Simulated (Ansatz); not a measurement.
# CH5AlB: the cost of one run

Program: Ansatz 0.2.0. Level of theory: UKS r2SCANh-D4/6-31G*. These are calculated values, not measurements.

## 1. The starting structure

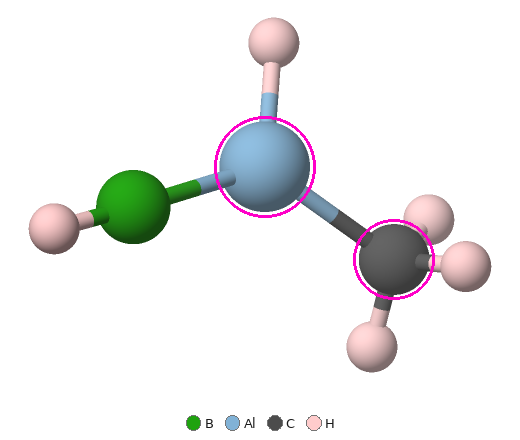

Start, viewed from a chosen angle; boron green, aluminium light blue, carbon dark grey, hydrogen pink. Ringed: Al2, C3.

Structure file:

```xyz
8

B    -1.9143    0.7757   -1.1033
Al   -0.0050    0.5245   -0.4978
C     0.7995   -0.7036    0.8594
H    -2.9959    0.9061   -1.5126
H     1.1351    1.3792   -1.1650
H     0.7478   -0.3352    1.8928
H     1.8712   -0.8351    0.6448
H     0.3617   -1.7116    0.8817
```

## 2. End point A

Input file input.yaml:

```yaml
crystal:
  periodic: [false, false, false]
  atoms:
    - { symbol: B, position_ang: [-1.9143, 0.77568, -1.10325] }
    - { symbol: Al, position_ang: [-0.00502, 0.52453, -0.49782] }
    - { symbol: C, position_ang: [0.79948, -0.7036, 0.85941] }
    - { symbol: H, position_ang: [-2.99594, 0.90614, -1.5126] }
    - { symbol: H, position_ang: [1.13514, 1.37917, -1.16504] }
    - { symbol: H, position_ang: [0.74775, -0.33522, 1.89284] }
    - { symbol: H, position_ang: [1.87122, -0.83509, 0.64475] }
    - { symbol: H, position_ang: [0.36166, -1.71161, 0.88171] }
magnetization:
  spin_polarized: true
  initial_magnetization: 1
basis:
  gaussian: { orbitals: "6-31G*" }
hamiltonian:
  xc: r2scanh
  dispersion: d4
relax:
  f_tol: 0.015
  max_steps: 40
```

Started as:

```
ansatz run input.yaml --threads 1 --pin off --max-ram 2048MiB --backend cpu --events-out ev --progress --plain --runs-dir out
```

**Question.** How long does this run take on 1 thread of Arm Neoverse V2, shared host, and how much memory does it need?

About 1.8 min, with a peak of 0.19 GiB.
